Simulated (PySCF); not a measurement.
## Electronic structure of C₆H₄N₂S (SMILES c1ccc2nsnc2c1) in real space

The calculation's input:

```
{"job": {"kind": "uv", "xc": "PBE0", "basis": "def2-SVPD", "nstates": 6, "ntriplets": 2}, "charge": 0, "multiplicity": 1}
C     -1.431391     0.807776     0.152743
C     -1.534957    -0.598974     0.101529
C     -0.434007    -1.398941    -0.023113
C      0.824501    -0.779376    -0.102925
N      2.017339    -1.364417    -0.227787
S      3.144587    -0.221399    -0.276614
N      2.196051     1.067845    -0.143401
C      0.929958     0.656042    -0.052903
C     -0.224892     1.445353     0.078932
H     -2.336548     1.387949     0.254057
H     -2.515930    -1.046262     0.163726
H     -0.503022    -2.474201    -0.060777
H     -0.136077     2.519093     0.118805
```

Command:

```sh
OMP_NUM_THREADS=1 python probes_run.py task.json out
```

Geometry: GFN2-xTB.

All numbers below come from PBE0/def2-SVPD, SCF density, gas phase in PySCF 2.14.0.

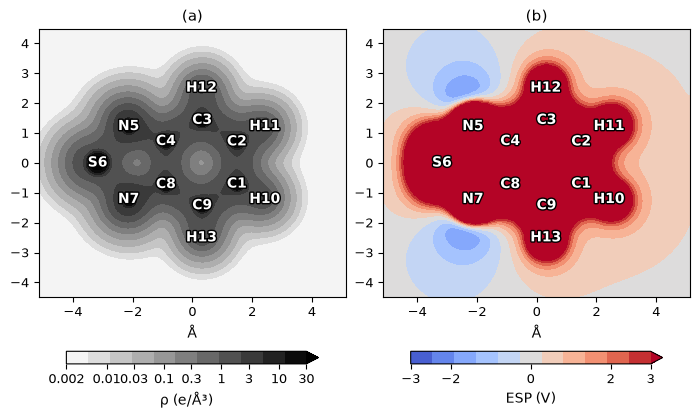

Figure 1. (a) total electron density; (b) molecular electrostatic potential on the molecular plane.

Read the bonding off the picture.

Answer. The plane passes through C, N, S and H nuclei.
C–N (1.33 Å): the density is about 2.4 e/Å³ at the midpoint.
C–C (1.37 Å): ρ at the midpoint is about 2.2 e/Å³.
S–N (1.61 Å): the density is about 1.8 e/Å³ at the midpoint.
C–H (1.08 Å): ρ at the midpoint is about 2 e/Å³.
C–C (1.41 Å): the density is about 2 e/Å³ at the midpoint.
Outside the dense part of the molecule the potential is most negative (−1.9 V) near N5 and N7.

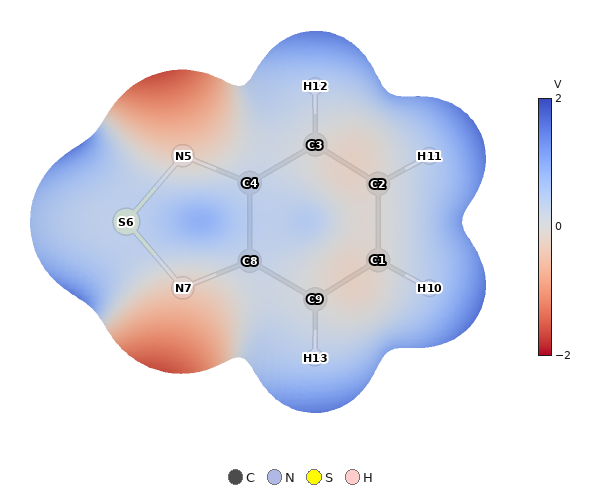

Figure 2. The molecular electrostatic potential painted on the density surface at 0.004 e/bohr³, seen across its widest extent; red is negative and blue positive.

Which sites attract a positive test charge, and which a negative one?

Answer. A positive charge is drawn to the negative regions and a negative charge to the positive ones. The most negative region (about −1.6 V) lies over N5 and N7, the most positive (about +1.5 V) over H10 and H11.

How polar is the molecule by this calculation?

Answer. Its dipole moment is 1.83 D.
